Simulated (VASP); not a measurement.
Band structure of AuZn (CsCl type). Level of theory: optB86b-vdW, VASP's PBE PAW potentials (set 64) (plane waves; VASP).

Unless said otherwise, spin-orbit coupling is left out, though it shifts the bands of the heavy elements here.

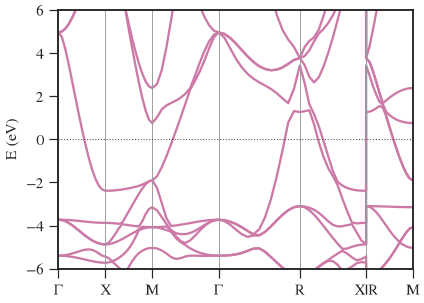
Fig. 1. Bands along high-symmetry lines, zero at the valence-band maximum or, without a gap, the Fermi level

Q: Read the plot: is there a gap, and where are the band edges?

A: It has no gap at this level: it comes out as a metal or semimetal. (Edges off the drawn lines would not show.)

The compound is AuZn in the CsCl type structure. It was relaxed first. The electron count is odd and the run is not spin-polarised, which forces a metal.
